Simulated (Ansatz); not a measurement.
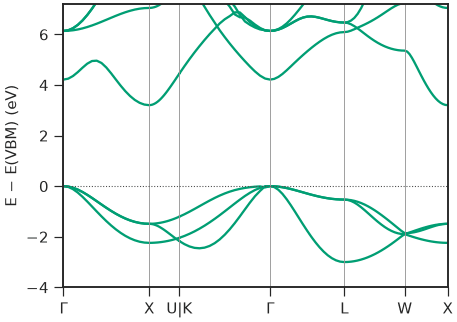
Figure: Band structure from DFT-PBEsol in the program Ansatz with PAW potentials

Problem. Read off the gap and where the band edges lie.

Solution. About 3.2 eV (3.20 eV by a search for the band edges); maximum at Γ, minimum at X.

The material is Li₂S (anti-fluorite, space group No. 225).

Space group Fm-3m (anti-fluorite). The cell was relaxed with PBEsol under the symmetry of its start.

Potentials: the later of the program's two PAW sets.
